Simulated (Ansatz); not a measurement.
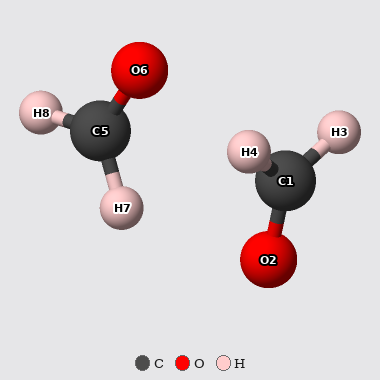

The system is the pair CH₂O···CH₂O; the picture shows the reference structure. First axis: separation of O6 and C1 along their line in the relaxed pair. Second axis: sideways slip of C1, O2, H3, H4. Nothing is relaxed (both partners rigid). Grid: 15 × 15 points. Points are written as (first, second). Energies are in kJ/mol, from the lowest grid point. Level of theory: RHF/def2-SVPD (Ansatz).

Its coordinates:

```tsv
atom	x (Å)	y (Å)	z (Å)
C	-0.0056	-0.0488	-1.7012
O	0.7388	-0.9354	-1.4566
H	-1.0876	-0.2080	-1.8043
H	0.3438	0.9828	-1.8444
C	0.0071	0.0472	1.7053
O	-0.6293	0.7905	1.0393
H	0.6421	-0.7300	1.2587
H	-0.0093	0.1018	2.8033
```

Range: separation of O6 and C1 along their line in the relaxed pair from 2.464 to 5.064 Å; sideways slip of C1, O2, H3, H4 from −3.00 to 3.00 Å.

> What landscape does the calculation give?

The lowest grid point is at (2.914 Å, 0.00 Å). No other kind of well shows on this grid. The highest grid point, (2.464 Å, 1.71 Å), lies 40.8 kJ/mol above the lowest. Round the minimum the two coordinates are weakly coupled (coupling −0.10 in units of the two stiffnesses).

| second ↓, first → | 2.464 | 2.529 | 2.634 | 2.765 | 2.914 | 3.079 | 3.258 | 3.449 | 3.652 | 3.865 | 4.087 | 4.319 | 4.559 | 4.808 | 5.064 |
| --- | --- | --- | --- | --- | --- | --- | --- | --- | --- | --- | --- | --- | --- | --- | --- |
| 3.00 | 28.8 | 26.1 | 22.7 | 19.5 | 17.1 | 15.4 | 14.3 | 13.5 | 13.0 | 12.7 | 12.5 | 12.5 | 12.4 | 12.5 | 12.5 |
| 2.57 | 35.4 | 31.1 | 25.8 | 21.1 | 17.5 | 15.1 | 13.6 | 12.6 | 12.1 | 11.9 | 11.8 | 11.8 | 11.8 | 11.9 | 12.0 |
| 2.14 | 39.7 | 34.1 | 27.2 | 21.2 | 16.8 | 13.9 | 12.2 | 11.3 | 10.9 | 10.7 | 10.8 | 10.9 | 11.1 | 11.3 | 11.5 |
| 1.71 | 40.8 | 34.3 | 26.2 | 19.5 | 14.7 | 11.8 | 10.1 | 9.4 | 9.2 | 9.4 | 9.7 | 10.0 | 10.3 | 10.7 | 11.0 |
| 1.29 | 38.3 | 31.2 | 22.7 | 15.8 | 11.2 | 8.6 | 7.4 | 7.2 | 7.4 | 7.9 | 8.5 | 9.1 | 9.6 | 10.1 | 10.5 |
| 0.86 | 29.8 | 23.3 | 15.7 | 9.9 | 6.4 | 4.8 | 4.5 | 4.9 | 5.6 | 6.5 | 7.4 | 8.3 | 9.0 | 9.6 | 10.1 |
| 0.43 | 17.0 | 12.4 | 7.3 | 3.7 | 1.9 | 1.6 | 2.1 | 3.2 | 4.4 | 5.6 | 6.8 | 7.8 | 8.6 | 9.3 | 9.9 |
| 0.00 | 9.7 | 6.4 | 2.9 | 0.7 | 0.0 | 0.3 | 1.3 | 2.7 | 4.1 | 5.4 | 6.6 | 7.7 | 8.5 | 9.3 | 9.9 |
| −0.43 | 12.7 | 9.2 | 5.4 | 2.8 | 1.7 | 1.7 | 2.5 | 3.6 | 4.8 | 6.0 | 7.1 | 8.0 | 8.8 | 9.5 | 10.0 |
| −0.86 | 19.5 | 15.5 | 10.9 | 7.5 | 5.5 | 4.8 | 4.9 | 5.5 | 6.3 | 7.2 | 8.0 | 8.7 | 9.4 | 9.9 | 10.4 |
| −1.29 | 22.9 | 19.3 | 14.9 | 11.5 | 9.3 | 8.2 | 7.8 | 7.9 | 8.3 | 8.7 | 9.2 | 9.7 | 10.1 | 10.5 | 10.8 |
| −1.71 | 22.5 | 19.8 | 16.6 | 14.0 | 12.1 | 10.9 | 10.3 | 10.1 | 10.1 | 10.3 | 10.5 | 10.7 | 10.9 | 11.2 | 11.4 |
| −2.14 | 20.7 | 19.1 | 17.1 | 15.3 | 13.9 | 12.9 | 12.3 | 11.9 | 11.7 | 11.6 | 11.6 | 11.7 | 11.7 | 11.8 | 11.9 |
| −2.57 | 19.2 | 18.3 | 17.1 | 15.9 | 15.0 | 14.2 | 13.7 | 13.3 | 13.0 | 12.8 | 12.6 | 12.5 | 12.5 | 12.4 | 12.5 |
| −3.00 | 18.2 | 17.7 | 17.0 | 16.3 | 15.7 | 15.1 | 14.6 | 14.2 | 13.9 | 13.6 | 13.3 | 13.2 | 13.0 | 13.0 | 12.9 |

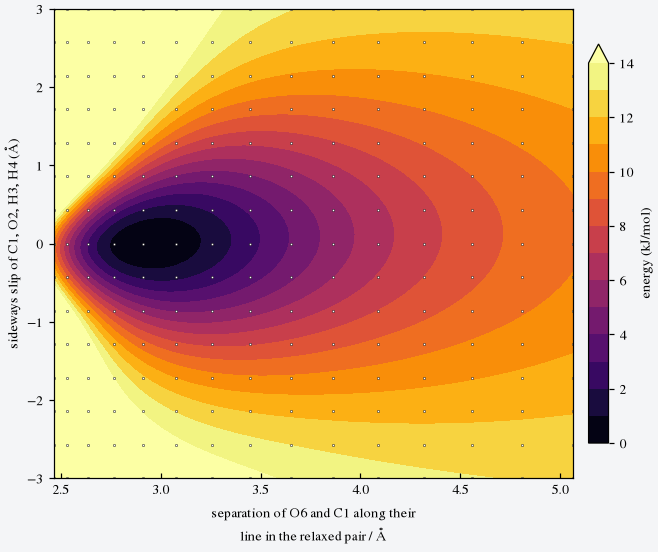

In the figure: filled contours, dots at the grid points, one colour for all values above the top of the scale. Between grid points the surface is interpolated.

The whole map (225 points run) took 8.2 min on 1 thread of Arm Neoverse V2, on a shared host.
